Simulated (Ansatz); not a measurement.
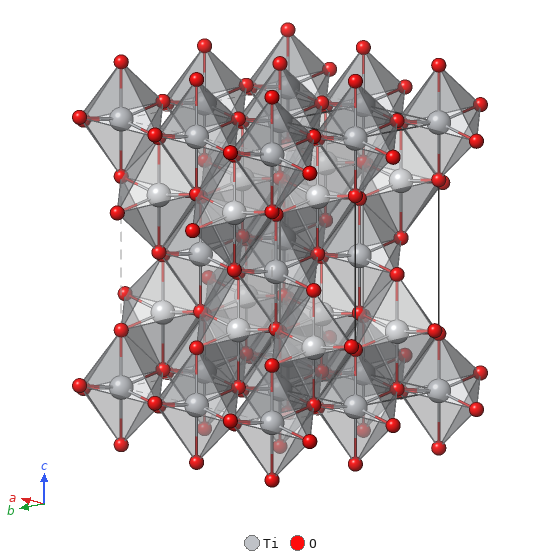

Polyhedra are drawn about Ti (bonds: O–Ti below 2.2 Å); other atoms are plain spheres.

TiO₂ (space group I4_1/amd, No. 141). Coordinates: the geometry relaxed at fixed volume with DFT PBE+U, scalar-relativistic, plane waves, PAW in Ansatz.

What figure surrounds each Ti atom, and what does it share with the other drawn polyhedra?

Answer. Ti: TiO6 octahedron, sharing edges with four neighbours and corners with four neighbours.

What is the connectivity of the polyhedra: isolated, groups, chains, layers or framework?

Answer. They form a three-dimensional framework of corner- and edge-sharing octahedra.

How far apart are the centres of linked polyhedra?

Answer. Centre to centre across a shared edge: 2.97 Å; across a shared corner: 3.76 Å.
